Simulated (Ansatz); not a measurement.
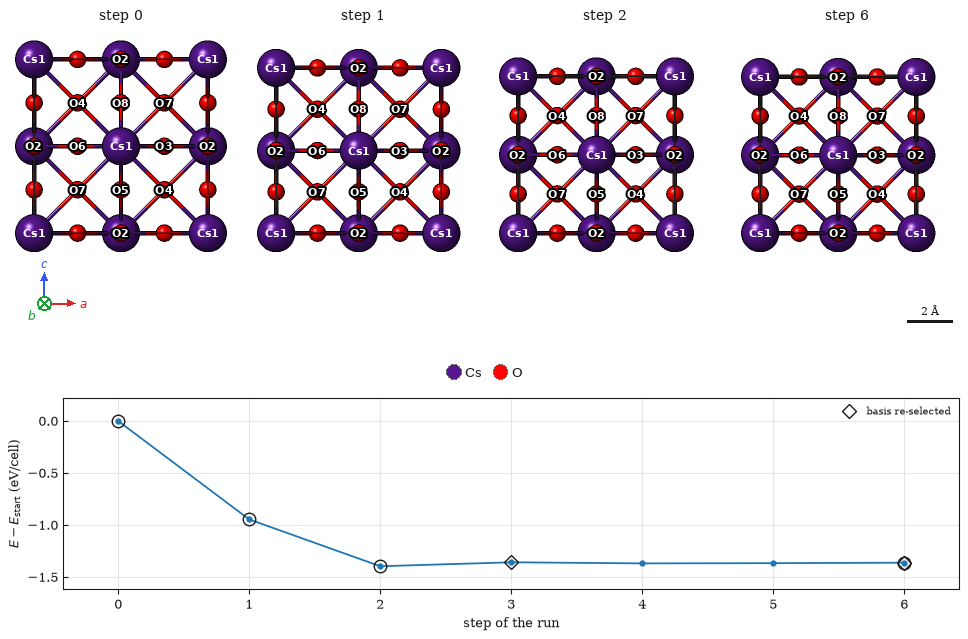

Frames of a relaxation of crystalline CsO₇ (a generated structure, set up in Fm-3m) (coarse preliminary run), marked on the history of the run. Style: ball-and-stick. Shown: the conventional cell (4 times the calculation's cell), along the b axis. Lengths and directions refer to the drawn axes.

Method: DFT PBE, scalar-relativistic, plane waves, PAW in Ansatz 0.2.0. Set-up: plane-wave cutoff 420 eV; k-point mesh 4 × 4 × 4; occupations gaussian; smearing width 0.1 eV; no spin polarisation; cell and atoms relaxed; force threshold 0.04 eV/Å; at most 70 steps.

> Describe the path.

No atom moves by more than 0.005 Å relative to the cell. The volume changes by −27.3 %, with a = b = c 7.784 → 6.997 Å (−10.1 %). Some distances before and after: Cs1–O3 2.752 → 2.474 Å. The space group stays Fm-3m (No. 225). After 4 accepted moves (6 points after the start) the energy has fallen by 1.362 eV per cell of the calculation. All forces vanish by symmetry, so only the cell relaxes. Pressure: −9.56 GPa at the start and −0.07 GPa at the end. At 2 points the geometry stayed and the basis and grid were re-selected for the new cell (energy shift of 37.8 meV per cell of the calculation at most each time). From step 0 to 1: volume −13.9 %, energy −0.946 eV per cell of the calculation. From step 1 to 2: volume −14.6 %, energy −0.450 eV per cell of the calculation. From step 2 to 6: volume −1.2 %, energy +34.1 meV per cell of the calculation.

Limits of the set-up: an odd number of electrons was run without spin polarisation, which fails if the electron would localise.
